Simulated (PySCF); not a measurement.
# C4H5FO: the cost of one run

Programs: PySCF 2.14.0, with density-fitted response routines of our own. Each step states its level of theory. These are calculated values for one molecule in the gas phase, unless marked as measured. Atoms are numbered from 0 throughout.

## Step 1: The starting structure

11 atoms, charge 0, multiplicity 1; geometry from: GFN2-xTB. The atoms were then displaced at random by about 0.01 Å, so the start is not that level's minimum.

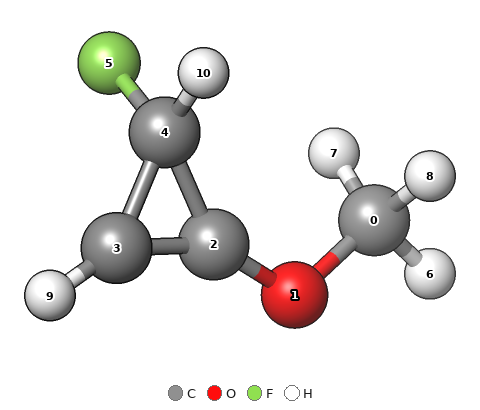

As it starts; carbon grey, oxygen red, fluorine green, hydrogen white, atoms numbered.

## Step 2: Optimising the geometry at PBE0-D3(BJ)/def2-SVP

What the job is given:

```
{"job": {"xc": "PBE0", "basis": "def2-SVP", "d3": "d3bj", "grid": 1, "shake": 0.01, "kind": "geom"}, "charge": 0, "multiplicity": 1}
C     -1.747870     0.217380    -0.289380
O     -0.761190    -0.538060    -0.923100
C      0.433650    -0.404260    -0.428890
C      1.762730    -0.703960    -0.411740
C      1.265080     0.249150     0.612310
F      1.116920    -0.177120     1.937700
H     -2.699750    -0.084070    -0.731550
H     -1.766970     0.076030     0.780050
H     -1.620350     1.314060    -0.468380
H      2.541150    -1.281700    -0.760730
H      1.514700     1.306730     0.668040
```

Started as:

```
$ OMP_NUM_THREADS=1 python probes_run.py task.json out
```

One launch serves the whole session: the jobs run in the order shown.

Q: Estimate the wall time and peak memory of this first job on 1 thread of Arm Neoverse V2, shared host.

About 30 s, with a peak of 0.45 GiB.
